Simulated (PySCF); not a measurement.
Molecule: SMILES [SiH2](C)S, singlet. Atoms near the plane z = 0.0 Å, at the PBE0/def2-SVP optimised geometry (x, y, z in Å): C1 (1.7, -0.5, 0.0), Si2 (-0.2, -0.5, 0.0), S3 (-0.8, 1.6, 0.0), H4 (2.1, 0.0, 0.9), H5 (2.1, -1.6, 0.0), H6 (2.1, 0.0, -0.9), H9 (-2.1, 1.3, 0.0).

Level of theory: PBE0/def2-TZVP run with PySCF 2.14.0. Cells within 0.4 Å of a nucleus heavier than hydrogen are left out (blank, or x). The values are rescaled to run from 0 to 1.

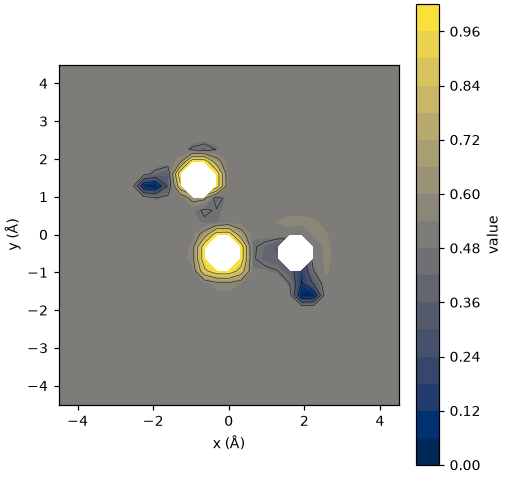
Figure: a field on the plane z = 0.0 Å.

**Question.** Which quantity is mapped?
A. an orbital amplitude
B. Laplacian of the electron density
C. electron localisation function
D. electrostatic potential

**Answer.** B, Laplacian of the electron density. In full: Laplacian of the electron density (e/bohr⁵), clipped to [-1.50, 1.50].
